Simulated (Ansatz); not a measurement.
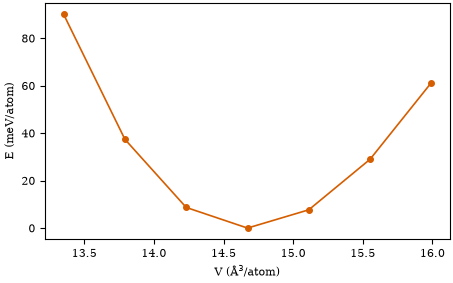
Pd (bcc (W type), Im-3m) under volume change, plane-wave PAW PBEsol (Ansatz code), scaled uniformly.

**Question.** What does a third-order Birch–Murnaghan fit give for V₀, B₀ and B′?

**Answer.** V₀ = 14.67 Å³/atom, B₀ = 199 GPa, B′ = 5.4.

The first step of the workflow began from a Materials Project structure, measured or hypothetical; the Crystallography Open Database copy checked does not list it. It is not the phase usual at ambient conditions (space group No. 225). The cell was relaxed with PBEsol under the symmetry of its start. At this level the phase is mechanically unstable. The run is not spin-polarised.

Potentials: the later of the program's two PAW sets.
